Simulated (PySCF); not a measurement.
## What a change does: NMR shielding calculation on C6H7Cl

System: C6H7Cl, SMILES C#CCC(=C)CCl.
Method of run 1: GIAO PBE0/pcSseg-1 NMR shielding, non-relativistic, IEF-PCM benzene (PySCF 2.14.0).

The geometry comes from this level: PBE0-D3(BJ)/def2-SVP. Text and figures count atoms from 1; the logs count them from 0 in places.

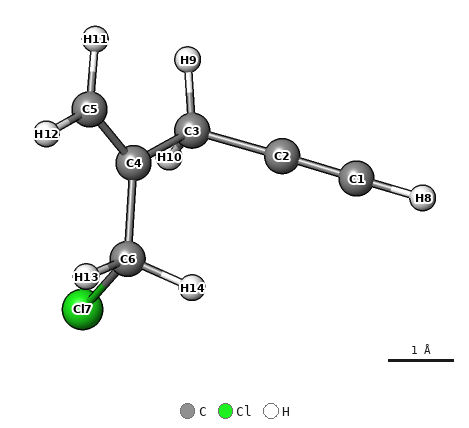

The structure (ball-and-stick view, seen at a tilt; atoms are numbered from 1 in the order of the input). Bond lengths as drawn: C–C 1.21 to 1.51 Å, C–Cl 1.80 Å and C–H 1.07 to 1.10 Å.

Input file, run 1:
```
{"job": {"kind": "nmr", "xc": "PBE0", "basis": "pcSseg-1", "solvent": "benzene", "pop": true}, "charge": 0, "multiplicity": 1}
C     -2.659010     0.228125    -0.011631
C     -1.517934     0.100111    -0.396019
C     -0.135801    -0.033346    -0.845291
C      0.866953     0.335727     0.223575
C      1.751811    -0.542114     0.703491
C      0.813457     1.741247     0.728681
Cl     1.182597     2.924936    -0.576912
H     -3.674500     0.335792     0.321911
H      0.046682    -1.063477    -1.188775
H      0.019557     0.629758    -1.715166
H      1.772422    -1.578845     0.356684
H      2.483093    -0.253477     1.463433
H      1.541121     1.907847     1.532249
H     -0.194410     1.991947     1.090592
```

The first line tells a small driver script what to run in PySCF; the rest is the geometry in Å.

Command:
```bash
OMP_NUM_THREADS=1 python <driver script> task.json out
```

Hardware: 1 CPU thread, shared host.

Output (run 1):
```
coarse grid: 12480 points
cycle   1  E = -692.3931831896  dE =  7.558e-01  |g| = 3.831e-01  |ddm| = 3.521e+00
cycle   2  E = -692.3981654295  dE = -4.982e-03  |g| = 3.697e-01  |ddm| = 8.114e-01
cycle   3  E = -692.4295577704  dE = -3.139e-02  |g| = 1.114e-01  |ddm| = 3.831e-01
cycle   4  E = -692.4323603845  dE = -2.803e-03  |g| = 4.107e-02  |ddm| = 1.142e-01
cycle   5  E = -692.4327311878  dE = -3.708e-04  |g| = 1.422e-02  |ddm| = 3.474e-02
cycle   6  E = -692.4327771898  dE = -4.600e-05  |g| = 3.846e-03  |ddm| = 1.250e-02
cycle   7  E = -692.4327805992  dE = -3.409e-06  |g| = 1.112e-03  |ddm| = 3.439e-03
final grid: 116600 points
cycle   8  E = -692.4755243513  dE = -3.757e-05  |g| = 6.529e-03  |ddm| = 4.204e-02
cycle   9  E = -692.4755221556  dE =  2.196e-06  |g| = 6.950e-03  |ddm| = 1.312e-02
cycle  10  E = -692.4755342402  dE = -1.208e-05  |g| = 1.799e-03  |ddm| = 7.643e-03
cycle  11  E = -692.4755349763  dE = -7.361e-07  |g| = 4.200e-04  |ddm| = 1.661e-03
cycle  12  E = -692.4755350128  dE = -3.654e-08  |g| = 1.646e-04  |ddm| = 3.853e-04
cycle  13  E = -692.4755350190  dE = -6.155e-09  |g| = 4.614e-05  |ddm| = 1.341e-04
cycle  14  E = -692.4755350195  dE = -5.078e-10  |g| = 1.126e-05  |ddm| = 4.682e-05
converged SCF energy = -692.4755350195

GIAO shielding tensors (ppm)
atom      isotropic    diamagn.    paramagn.     s11        s22        s33       span
  0 C      107.948     257.361    -149.413     31.590     39.573    252.679    221.089
  1 C       99.888     265.437    -165.549      1.365      3.149    295.151    293.786
  2 C      159.472     243.299     -83.827    141.662    160.416    176.339     34.678
  3 C       33.770     260.514    -226.745    -89.994     40.403    150.901    240.895
  4 C       58.212     252.113    -193.901    -43.994     77.764    140.865    184.859
  5 C      132.242     243.439    -111.196    104.691    135.120    156.916     52.226
  6 Cl     851.103    1145.211    -294.109    667.330    800.032   1085.945    418.615
  7 H       29.144      32.727      -3.583     23.792     24.192     39.448     15.656
  8 H       28.396      28.820      -0.423     23.368     27.802     34.018     10.649
  9 H       27.673      26.373       1.300     23.943     27.422     31.655      7.712
 10 H       25.825      30.362      -4.537     22.704     24.367     30.404      7.700
 11 H       25.719      29.468      -3.750     22.477     24.373     30.306      7.829
 12 H       27.333      28.334      -1.001     21.746     26.759     33.496     11.750
 13 H       26.626      27.669      -1.043     22.854     25.297     31.728      8.874
```

For run 2 the input was changed thus:
```diff
-"solvent": "benzene"
-"pop": true
+"solvent": "dichloromethane"
+"pop": false
```

What does this change do to the results?

The total energy of run 2 is 2.2 kcal/mol lower: the change of the electrostatic solvation energy at this fixed geometry, without cavity or dispersion terms. The dipole moment goes from 2.13 to 2.38 D. Of all shieldings, the largest change is that of Cl7, by +8.3 ppm. The number of SCF iterations is the same.

Output (run 2):
```
coarse grid: 12480 points
cycle   1  E = -692.3978205310  dE =  7.514e-01  |g| = 3.795e-01  |ddm| = 3.520e+00
cycle   2  E = -692.4027907911  dE = -4.970e-03  |g| = 3.648e-01  |ddm| = 7.647e-01
cycle   3  E = -692.4333775793  dE = -3.059e-02  |g| = 1.075e-01  |ddm| = 3.672e-01
cycle   4  E = -692.4360139782  dE = -2.636e-03  |g| = 3.786e-02  |ddm| = 1.062e-01
cycle   5  E = -692.4363320221  dE = -3.180e-04  |g| = 1.284e-02  |ddm| = 3.128e-02
cycle   6  E = -692.4363692161  dE = -3.719e-05  |g| = 3.526e-03  |ddm| = 1.111e-02
cycle   7  E = -692.4363720794  dE = -2.863e-06  |g| = 1.007e-03  |ddm| = 3.124e-03
final grid: 116600 points
cycle   8  E = -692.4790906172  dE = -3.789e-05  |g| = 6.477e-03  |ddm| = 4.235e-02
cycle   9  E = -692.4790892972  dE =  1.320e-06  |g| = 6.657e-03  |ddm| = 1.271e-02
cycle  10  E = -692.4791005092  dE = -1.121e-05  |g| = 1.618e-03  |ddm| = 7.094e-03
cycle  11  E = -692.4791010996  dE = -5.904e-07  |g| = 3.805e-04  |ddm| = 1.487e-03
cycle  12  E = -692.4791011299  dE = -3.033e-08  |g| = 1.438e-04  |ddm| = 3.383e-04
cycle  13  E = -692.4791011346  dE = -4.614e-09  |g| = 4.318e-05  |ddm| = 1.183e-04
cycle  14  E = -692.4791011350  dE = -4.360e-10  |g| = 1.066e-05  |ddm| = 3.989e-05
converged SCF energy = -692.4791011350

GIAO shielding tensors (ppm)
atom      isotropic    diamagn.    paramagn.     s11        s22        s33       span
  0 C      107.884     256.883    -148.999     31.216     39.136    253.302    222.086
  1 C       99.048     265.642    -166.594      0.206      1.868    295.070    294.863
  2 C      159.932     243.523     -83.591    142.037    160.987    176.773     34.736
  3 C       34.335     260.596    -226.260    -89.310     41.609    150.706    240.016
  4 C       56.871     252.105    -195.233    -45.704     74.385    141.932    187.636
  5 C      131.980     243.708    -111.728    103.913    134.493    157.533     53.620
  6 Cl     859.360    1145.353    -285.993    677.874    811.256   1088.950    411.076
  7 H       28.963      32.605      -3.641     23.549     23.941     39.400     15.851
  8 H       28.253      28.648      -0.395     23.198     27.600     33.962     10.764
  9 H       27.691      26.388       1.302     23.945     27.437     31.690      7.745
 10 H       25.680      30.210      -4.530     22.553     24.234     30.252      7.699
 11 H       25.572      29.326      -3.753     22.329     24.230     30.157      7.828
 12 H       27.156      28.202      -1.045     21.556     26.547     33.366     11.810
 13 H       26.585      27.627      -1.042     22.785     25.270     31.701      8.916
```

The two runs side by side:

```csv
quantity,run 1,run 2
outcome,converged,converged
total energy (hartree),−692.475535,−692.479101
HOMO (eV),−7.81,−7.79
LUMO (eV),−0.51,−0.47
dipole moment (D),2.13,2.38
shielding of C2 (ppm),99.9,99.0
shielding of C3 (ppm),159.5,159.9
shielding of C4 (ppm),33.8,34.3
shielding of C5 (ppm),58.2,56.9
shielding of C6 (ppm),132.2,132.0
shielding of Cl7 (ppm),851.1,859.4
shielding of H8 (ppm),29.1,29.0
SCF iterations,14,14
basis functions,161,161
wall time (shared host),53 s,44 s
```
